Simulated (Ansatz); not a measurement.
# Resistivity from frozen vibrations: Pt(111) with 4 thermally displaced layers, 2x2, part 2 of 2

Wanted: the phonon-limited resistivity of Pt at 300 K by the Landauer route.

Ansatz 0.2.0; Ansatz plane-wave DFT, PBE, PAW files; ballistic transport by layer matching (Landauer), zero bias; PAW set soft_1.

So far. Step 3 (With 8 displaced layers): Over the solved energies the transmission per spin lies between 4.80 and 5.26, out of 6.75 channels of the lead on average (up to 7.16).

### 4. With 12 displaced layers

System of this step: Pt(111) with 12 thermally displaced layers, 2x2. The cell holds 72 atoms: 72 Pt. Cell: a = 5.546 Å, b = 5.546 Å, c = 40.757 Å, α = 90.0°, β = 90.0°, γ = 120.0°. It derives from Pt. Regions: lead, 24 atoms (24 Pt); scattering region, 48 atoms (48 Pt). The structure is stacked along c, and the current runs across the ab planes.

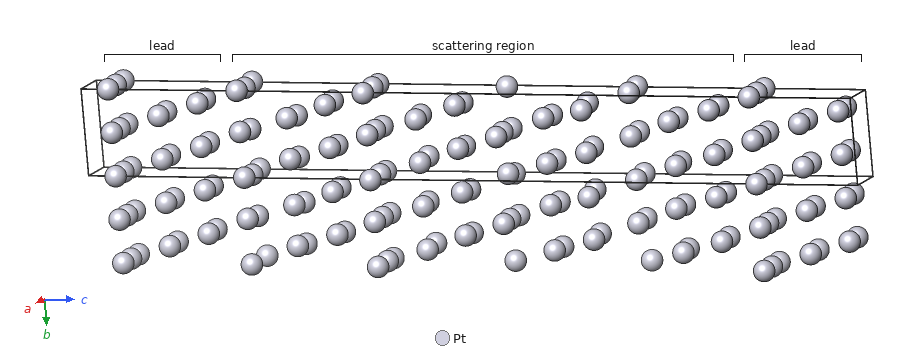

The cell of this step (platinum light grey). 1×2×1 cells are drawn. Some periodic images of atoms are drawn too.

The input, input.yaml:

```yaml
crystal:
  lattice:
    - [5.5462627489, 0.0, 0.0]
    - [-2.7731313745, 4.8032044366, 0.0]
    - [0.0, 0.0, 40.7565411427]
  atoms:
    - { symbol: Pt, position: [0.0, 0.0, 0.0277777778] }
    - { symbol: Pt, position: [0.0, 0.5, 0.0277777778] }
    - { symbol: Pt, position: [0.5, 0.0, 0.0277777778] }
    - { symbol: Pt, position: [0.5, 0.5, 0.0277777778] }
    - { symbol: Pt, position: [0.1666666667, 0.3333333333, 0.0833333333] }
    - { symbol: Pt, position: [0.1666666667, 0.8333333333, 0.0833333333] }
    - { symbol: Pt, position: [0.6666666667, 0.3333333333, 0.0833333333] }
    - { symbol: Pt, position: [0.6666666667, 0.8333333333, 0.0833333333] }
    - { symbol: Pt, position: [0.3333333333, 0.1666666667, 0.1388888889] }
    - { symbol: Pt, position: [0.3333333333, 0.6666666667, 0.1388888889] }
    - { symbol: Pt, position: [0.8333333333, 0.1666666667, 0.1388888889] }
    - { symbol: Pt, position: [0.8333333333, 0.6666666667, 0.1388888889] }
    - { symbol: Pt, position: [0.9931875307, 0.9987881581, 0.1948326352] }
    - { symbol: Pt, position: [0.9835662049, 0.474816643, 0.1943329252] }
    - { symbol: Pt, position: [0.5096533742, 0.0141971094, 0.1953359816] }
    - { symbol: Pt, position: [0.487966181, 0.4905248813, 0.1975464248] }
    - { symbol: Pt, position: [0.1872328121, 0.3573091163, 0.2532853393] }
    - { symbol: Pt, position: [0.1599136051, 0.8383769788, 0.250706867] }
    - { symbol: Pt, position: [0.6765582558, 0.340427495, 0.250311733] }
    - { symbol: Pt, position: [0.6588060481, 0.813663775, 0.2497448165] }
    - { symbol: Pt, position: [0.3256826407, 0.1683173034, 0.3048342181] }
    - { symbol: Pt, position: [0.3457070575, 0.6773893676, 0.3060318108] }
    - { symbol: Pt, position: [0.8375262286, 0.1678834522, 0.3048646862] }
    - { symbol: Pt, position: [0.8282240223, 0.6601780547, 0.306154148] }
    - { symbol: Pt, position: [0.0039649141, 0.0076098114, 0.3590612524] }
    - { symbol: Pt, position: [0.00507273, 0.4900153752, 0.3599782494] }
    - { symbol: Pt, position: [0.4940738278, 0.992624608, 0.3615602635] }
    - { symbol: Pt, position: [0.4864901213, 0.4859992333, 0.3598061937] }
    - { symbol: Pt, position: [0.181830752, 0.3339127289, 0.4148653832] }
    - { symbol: Pt, position: [0.1565770251, 0.8129640954, 0.4194276371] }
    - { symbol: Pt, position: [0.6525168838, 0.3396007907, 0.4175053806] }
    - { symbol: Pt, position: [0.6521929438, 0.8372643195, 0.4182051188] }
    - { symbol: Pt, position: [0.3403428993, 0.1700836883, 0.473686503] }
    - { symbol: Pt, position: [0.3373596701, 0.6710708844, 0.4720267297] }
    - { symbol: Pt, position: [0.8343343893, 0.154342799, 0.4734437666] }
    - { symbol: Pt, position: [0.8204655712, 0.6523886826, 0.4727857338] }
    - { symbol: Pt, position: [0.0254883661, 0.0125895417, 0.5269822254] }
    - { symbol: Pt, position: [0.0049410567, 0.4940538482, 0.5275864387] }
    - { symbol: Pt, position: [0.4858474065, 0.9696647849, 0.5280734039] }
    - { symbol: Pt, position: [0.4837620816, 0.4908702008, 0.5255030659] }
    - { symbol: Pt, position: [0.1432987049, 0.3209848509, 0.5846070774] }
    - { symbol: Pt, position: [0.1853901439, 0.8330033678, 0.5850177649] }
    - { symbol: Pt, position: [0.6511588019, 0.3083032751, 0.583564627] }
    - { symbol: Pt, position: [0.668913571, 0.8277222194, 0.5837996095] }
    - { symbol: Pt, position: [0.3341730628, 0.1553636076, 0.6366104069] }
    - { symbol: Pt, position: [0.3294433819, 0.6639036265, 0.6383447947] }
    - { symbol: Pt, position: [0.8558211071, 0.1892567304, 0.6382460796] }
    - { symbol: Pt, position: [0.8474158108, 0.6789846035, 0.6399891574] }
    - { symbol: Pt, position: [0.009327858, 0.9949043213, 0.6955858289] }
    - { symbol: Pt, position: [0.0282127008, 0.5105209632, 0.6934880631] }
    - { symbol: Pt, position: [0.5151528864, 0.016526099, 0.6950137221] }
    - { symbol: Pt, position: [0.5037129448, 0.5202008085, 0.6925162849] }
    - { symbol: Pt, position: [0.1722682834, 0.3331215753, 0.7481583944] }
    - { symbol: Pt, position: [0.1827691064, 0.8378876066, 0.7481998461] }
    - { symbol: Pt, position: [0.6706635712, 0.3276831569, 0.7470643491] }
    - { symbol: Pt, position: [0.6605814272, 0.8367835435, 0.750980772] }
    - { symbol: Pt, position: [0.3355060298, 0.1672579318, 0.8062806633] }
    - { symbol: Pt, position: [0.338645314, 0.6820744392, 0.8057848821] }
    - { symbol: Pt, position: [0.8402054784, 0.1737463856, 0.8039245394] }
    - { symbol: Pt, position: [0.8352980777, 0.6866776332, 0.8060728749] }
    - { symbol: Pt, position: [0.0, 0.0, 0.8611111111] }
    - { symbol: Pt, position: [0.0, 0.5, 0.8611111111] }
    - { symbol: Pt, position: [0.5, 0.0, 0.8611111111] }
    - { symbol: Pt, position: [0.5, 0.5, 0.8611111111] }
    - { symbol: Pt, position: [0.1666666667, 0.3333333333, 0.9166666667] }
    - { symbol: Pt, position: [0.1666666667, 0.8333333333, 0.9166666667] }
    - { symbol: Pt, position: [0.6666666667, 0.3333333333, 0.9166666667] }
    - { symbol: Pt, position: [0.6666666667, 0.8333333333, 0.9166666667] }
    - { symbol: Pt, position: [0.3333333333, 0.1666666667, 0.9722222222] }
    - { symbol: Pt, position: [0.3333333333, 0.6666666667, 0.9722222222] }
    - { symbol: Pt, position: [0.8333333333, 0.1666666667, 0.9722222222] }
    - { symbol: Pt, position: [0.8333333333, 0.6666666667, 0.9722222222] }
kpoints:
  mp_grid: { grid: [5, 5, 1] }
hamiltonian:
  xc: pbe
  pseudopotentials: { kind: paw, azcp: { folder: soft_1 } }
scf:
  occupations: { method: fermi_dirac, width: 0.1 }
output:
  transmission:
    leads: [[0, 4]]
    kmesh: [10, 10]
    e_range: [-0.05, 0.05]
    de: 0.05
  write_potential: true
  write_density: true
  volumetric_format: npy
```

Started as:

```console
$ ansatz run input.yaml --threads 4 --pin off --max-ram 15360MiB --backend cpu --events-out ev --progress --plain --runs-dir out
```

Numbers of over 12 decimals in the logs are rounded to 6 here.

The program printed:

```text
[...]
Crystal: 72 atoms, lattice volume = 1085.747 Å³
Basis set: ecut = 420 eV, 21305 PW (Γ)
Bands: 778, of which v1, the nominal top of the filled ones, is band 648 counted from 1 (647 counted from 0)
Symmetry: 1 space group operations
[...]
k-points: 13 of 25 (time reversal used)
[...]
SCF iter   1: F=—  HF=-901799.554180 eV  |F-HF|=—  |Δ(HF+E_count)|=         —  Δρ=8.56e-2  dr2=7.90e1  ethr=3.10e-3  ⟨swp⟩=4.3  Hψ=29763  notcnv=0  defer=435
[...]
SCF iter  10: F=-901775.953682 eV  HF=-901775.953682 eV  |F-HF|=8.85e-9  |Δ(HF+E_count)|=   1.16e-9  Δρ=3.03e-7  dr2=8.94e-9  ethr=7.72e-12  ⟨swp⟩=8.0  Hψ=27516  notcnv=0
SCF 1 converged in 10 iterations: F = -901775.953682 eV  dr2 = 8.94e-9
[...]
transmission: 391 of 3900 steps passed
transmission: 781 of 3900 steps passed
[...]
transmission: 3900 of 3900 steps passed
SCF converged after 10 iterations
Free energy (F): -901775.953682 eV
[...]
Internal energy: -901771.915654 eV  (E = F + TS)
E sigma→0 (E₀):  -901773.934668 eV
Entropy (-TS):   -4.038029 eV (-56.084 meV/atom)
Fermi energy:    23.433190 eV
[...]
--- Band table (eV; the first three rows and the last of 13) ---
  k-point 0: bands = [... 644 lower, 23.6116, 23.6321, 23.6371, 23.6394, 23.6500, 23.6561, 23.6739, 23.6975, ... 126 higher]
  k-point 1: bands = [... 644 lower, 23.4226, 23.4291, 23.4371, 23.4428, 23.4491, 23.4830, 23.4862, 23.5230, ... 126 higher]
  k-point 2: bands = [... 644 lower, 23.4261, 23.4418, 23.4872, 23.5096, 23.5132, 23.5190, 23.5248, 23.5266, ... 126 higher]
  k-point 12: bands = [... 644 lower, 23.3462, 23.3540, 23.4083, 23.4185, 23.4293, 23.4363, 23.4427, 23.4535, ... 126 higher]
--- Transmission ---
  basis      : 241 plane waves across, 75 finite elements along
  points     : 52, standing for a mesh of 10 x 10
[...]
channels       : 6.890000e0 a spin
[...]
junction   : crystal 0 to crystal 0, 0.70 to 39.19 Å
    transmission   : 4.649600e0 a spin
[...]
```

The job ended after 29 min (4 threads of Arm Neoverse V1, shared host; peak memory 8.4 GiB; 1.8 h of CPU time).

This step gave:

- free energy: -901775.9537 eV
- energy at zero smearing: -901773.9347 eV
- transmission per spin nearest the Fermi level: 4.650
- step of the lead's potential: 4.9 meV

Per spin. Table of transmission, zone mean by energy, zero at the Fermi level:

```csv
energy (eV),"transmission, zone mean"
-0.0500,4.85
0.0000,4.65
0.0500,4.56
```

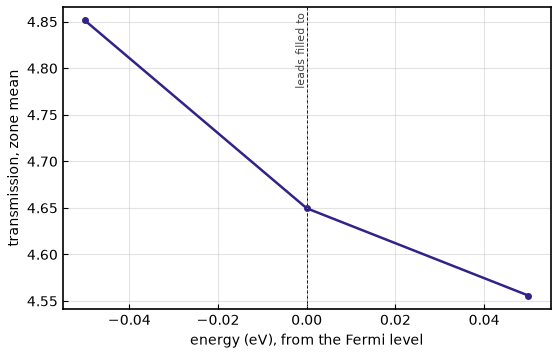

Transmission, zone mean, plotted against energy.

Over the solved energies the transmission per spin lies between 4.56 and 4.85, out of 6.71 channels of the lead on average (up to 7.04).

### 5. Resistance against length

This step: Ansatz plane-wave DFT, PBE, PAW files; ballistic transport by layer matching (Landauer), zero bias; resistivity from the slope of the area resistance; PAW set soft_1 (Ansatz 0.2.0).

Numbers from this step:

| Quantity | Value |
| --- | --- |
| resistivity | 8.405 µΩ cm |
| intercept | 0.002607 fΩ m² |
| scatter about the fit | 0.01322 fΩ m² |

Resistance, by row:

```csv
run,length (Å),T,channels N,RA (fΩ m²)
n4,9.057,5.943,6.753,0.06939
n8,18.11,5.036,6.753,0.1736
n12,27.17,4.686,6.713,0.2216
```

Area resistance against length of the displaced region:

```csv
length of the displaced region (Å),area resistance (fΩ m²)
9.06,0.0694
18.11,0.174
27.17,0.222
```

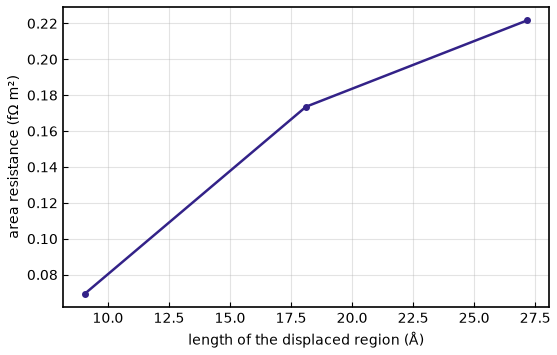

Area resistance against length of the displaced region.

The area resistance goes from 0.069 to 0.22 fΩ m² between 9.1 and 27.2 Å, a slope of 8.4 µΩ cm.

By hand from the end points: (0.2216 − 0.06939) fΩ m² / (27.17 − 9.06) Å = 8.4 µΩ cm, since 1 fΩ m² per Å is 1000 µΩ cm.

### 6. Summary of results

```json
{
  "resistivity from the slope": "8.41 µΩ cm",
  "area resistance over 9.06 Å": "0.0694 fΩ m²",
  "area resistance over 18.1 Å": "0.174 fΩ m²",
  "area resistance over 27.2 Å": "0.222 fΩ m²"
}
```

In words: The slope gives 8.4 µΩ cm. The points scatter by 0.013 fΩ m² about the line, with one random draw a length in a 2x2 cell, so the slope is a rough value. The mean square of the displacements drawn is 0.75, 0.94 and 0.81 of the nominal one at the three lengths; with each resistance scaled back by that, the slope is 10 µΩ cm, the value used below. Read with a model of isotropic scattering on a spherical Fermi surface and the lead's 2.0×10¹⁵ S/m², this slope means a mean free path near 41 Å; over these lengths the model's slope is 1.06 times its bulk resistivity, which would be 9.4 µΩ cm. Uncorrelated displacements put too much weight on short waves, which scatter strongly; with the sideways repeat of a small cell, one draw and three short lengths, the method is good to a factor of two or three. The measured value is 10.8 µΩ cm (CRC Handbook of Chemistry and Physics, 84th ed., 2003, Electrical Resistivity of Pure Metals); the scaled slope is 0.93 times that and the corrected value 0.87: fair for so small a cell. Spin-orbit coupling is left out, which matters for Pt.

[Logs are printed without paths, hosts, clocks, repeated set-up lines and the standing remarks that a program may print on its own settings, such as how far it seeks lower states.]

[Hosts, paths, dates, database ids (printed as entryN), source tags and the programs' standing remarks are cut or masked in the printed files.]
